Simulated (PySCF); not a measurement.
# BH2Br (SMILES [H]B([H])Br) at 5 levels

Wanted: a comparison of 5 runs (B2PLYP/STO-3G, B3LYP/STO-3G, wB97X-V/STO-3G, CCSDT/STO-3G, CISD/STO-3G) of BH2Br. The job is set up through a Python script.

Program for the calculation: PySCF 2.14.0.

2 further runs of the same task are left out: 2 set aside as unsound or not needed.

## (1) The molecule

BH2Br: 4 atoms, total charge 0, spin state singlet. SMILES: `[H]B([H])Br`. Geometry: relaxed at GFN2-xTB.

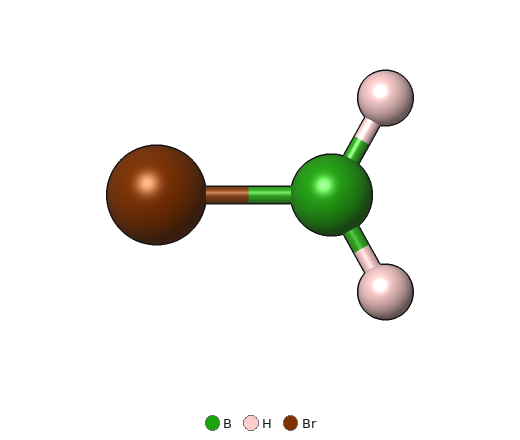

Viewed from a chosen angle; boron green, hydrogen pink, bromine brown.

## (2) The energy at B2PLYP/STO-3G (run 1)

The input, job.py:

```python
from pyscf import gto, dft, mp

mol = gto.M(
    atom='''
B      0.091040     0.150920    -0.000430
H      1.259830     0.109070     0.015270
H     -0.490130     1.165750    -0.019120
Br    -0.860740    -1.425740     0.004280
''',
    basis='sto-3g',
    verbose=4,
    max_memory=1860,
    spin=0,
)

myscf = dft.RKS(mol, xc='0.53*HF + 0.47*B88, 0.73*LYP')
myscf.conv_tol = 1e-10
myscf.grids.level = 5
myscf.kernel()
if not myscf.converged:
    myscf = myscf.newton().run(myscf.mo_coeff, myscf.mo_occ)

pt = mp.MP2(myscf, frozen=10).run()
e_tot = myscf.e_tot + 0.27 * pt.e_corr
print('PT2 part  %.8f' % (0.27 * pt.e_corr))
print(f'total energy: {e_tot:.8f} hartree')
```

Launch:

```bash
OMP_NUM_THREADS=1 python job.py
```

The log of the run:

```text
PySCF version 2.14.0

[... 70 lines left out ...]
converged SCF energy = -2571.36189361798
[... 1 line left out ...]
******** <class 'pyscf.mp.mp2.RMP2'> ********
nocc = 11, nmo = 15
frozen orbitals 10
E(RMP2) = -2571.42407003167  E_corr = -0.0621764136872551
E(SCS-RMP2) = -2571.42940258587  E_corr = -0.0675089678874205
E_corr(same-spin) = -0.00819545600456029
E_corr(oppo-spin) = -0.0539809576826948
PT2 part  -0.01678763
total energy: -2571.37868125 hartree
```

It took 2.9 s on 1 thread of Arm Neoverse V1, shared host; peak memory 0.22 GiB.

## (3) The energy at B3LYP/STO-3G (run 2)

The input, input.py:

```python
from pyscf import gto, dft

system = gto.M(
    atom='B 0.091040 0.150920 -0.000430; H 1.259830 0.109070 0.015270; H -0.490130 1.165750 -0.019120; Br -0.860740 -1.425740 0.004280',
    max_memory=1860,
    basis='sto-3g',
    verbose=3,
    charge=0,
)

mf = dft.RKS(system)
mf.xc = 'b3lyp'
mf.conv_tol = 1e-10
mf.grids.level = 5
mf.kernel()
if not mf.converged:
    mf = mf.newton().run(mf.mo_coeff, mf.mo_occ)

e_tot = mf.e_tot
print('Final energy', e_tot)
```

Launch:

```bash
OMP_NUM_THREADS=1 python input.py
```

The log of the run:

```text
converged SCF energy = -2571.75021673799
Final energy -2571.750216737994
```

Wall time 3.3 s (1 thread of Arm Neoverse V1, shared host); peak memory 0.22 GiB.

Run 3 isn't shown in full; the table further down has it.

## (4) The energy at CCSDT/STO-3G (run 4)

The input, input.py:

```python
from pyscf import gto, cc

mol = gto.M(
    atom='''
B      0.172041     0.285197    -0.000813
H      2.380734     0.206112     0.028856
H     -0.926211     2.202948    -0.036132
Br    -1.626563    -2.694258     0.008088
''',
    unit='bohr',
    max_memory=1860,
    basis='sto-3g',
    verbose=3,
)

myscf = mol.RHF()
myscf.conv_tol = 1e-10
myscf.kernel()
if not myscf.converged:
    myscf = myscf.newton().run(myscf.mo_coeff, myscf.mo_occ)

mycc = cc.CCSDT(myscf, frozen=10)
mycc.kernel()
e_tot = mycc.e_tot
print(f'total energy: {e_tot:.8f} hartree')
```

Launch:

```bash
OMP_NUM_THREADS=1 python input.py
```

The log of the run:

```text
converged SCF energy = -2570.21651173507
_make_eris_incore_RCCSDT

WARN: A large `blksize` is being used, which may cause large memory consumption
      for storing contraction intermediates. If memory is sufficient, consider using
      `pyscf.cc.rccsdt_highm.RCCSDT` instead.

RCCSDT converged
E(RCCSDT) = -2570.279123575589   E_corr = -0.06261184052094594
E_corr(same-spin) = -0.00630439760305053
E_corr(oppo-spin) = -0.0563074429178954
total energy: -2570.27912358 hartree
```

Run time: 1.8 s. Hardware: 1 thread of Arm Neoverse V1, shared host; peak memory 0.12 GiB.

## (5) A single-point energy at CISD/STO-3G (run 5)

The input, calc.py:

```python
from pyscf import gto, ci

mol = gto.M(
    atom='''
B    0.091040   0.150920  -0.000430
H    1.259830   0.109070   0.015270
H   -0.490130   1.165750  -0.019120
Br  -0.860740  -1.425740   0.004280
''',
    verbose=4,
    basis='sto-3g',
    max_memory=1860,
    spin=0,
    charge=0,
)

myscf = mol.RHF()
myscf.conv_tol = 1e-10
myscf.kernel()
if not myscf.converged:
    myscf = myscf.newton().run(myscf.mo_coeff, myscf.mo_occ)

cisd = ci.CISD(myscf, frozen=10)
cisd.kernel()
e_tot = cisd.e_tot
print('E(%s) = %.9f' % ('CISD', e_tot))
```

Launch:

```bash
OMP_NUM_THREADS=1 python calc.py
```

The log of the run:

```text
PySCF version 2.14.0

[... 54 lines left out ...]
converged SCF energy = -2570.21651173867
[... 1 line left out ...]
******** <class 'pyscf.ci.cisd.RCISD'> ********
CISD nocc = 11, nmo = 15
frozen orbitals 10
max_cycle = 50
direct = 0
conv_tol = 1e-09
max_cycle = 50
max_space = 12
lindep = 0
nroots = 1
Init t2, MP2 energy = -0.0455471442013551
RCISD converged
E(RCISD) = -2570.275908861379  E_corr = -0.0593971227127843
E(CISD) = -2570.275908861
```

It took 0.85 s on 1 thread of Arm Neoverse V1, shared host; peak memory 0.12 GiB.

## (6) All runs side by side

```csv
run,level,frozen core orbitals,nlc grid,energy (Eh),dipole moment (D) of the reference,HOMO energy (eV),LUMO energy (eV),wall time
1,B2PLYP/STO-3G,10,–,-2571.378681,0.32,-6.85,2.98,2.9 s
2,B3LYP/STO-3G,–,–,-2571.750217,0.02,-5.48,0.96,3.3 s
3,wB97X-V/STO-3G,–,1,-2571.586793,0.23,-8.15,3.70,13 s
4,CCSDT/STO-3G,10,–,-2570.279124,0.74,-8.75,6.05,1.8 s
5,CISD/STO-3G,10,–,-2570.275909,0.74,-8.75,6.05,0.85 s
```

## (7) Results

| quantity | value |
| --- | --- |
| run 5: total energy | -2570.27591 Eh |
| run 5: dipole moment (Hartree–Fock density) | 0.74 D |
| run 5: HOMO energy (Hartree–Fock orbitals) | -8.75 eV |
| run 5: LUMO energy (Hartree–Fock orbitals) | 6.05 eV |
| run 5: HOMO–LUMO gap (Hartree–Fock orbitals) | 14.80 eV |
| run 5: correlation energy (10 core orbitals frozen) | -59.4 mEh |

Over runs 1, 2, 3 the dipole moment (its size) runs from 0.02 D (B3LYP/STO-3G) to 0.32 D (B2PLYP/STO-3G). The two dipoles point in opposite directions. A double hybrid's value is that of its SCF part. Over runs 1, 2, 3 the HOMO–LUMO gap runs from 6.44 eV (B3LYP/STO-3G) to 11.85 eV (wB97X-V/STO-3G). Totals of different functionals can't be ranked against each other. In runs 1, 2, 3, 4, 5 the basis is minimal, so the values are rough. All runs together took 22 s, the longest 13 s.
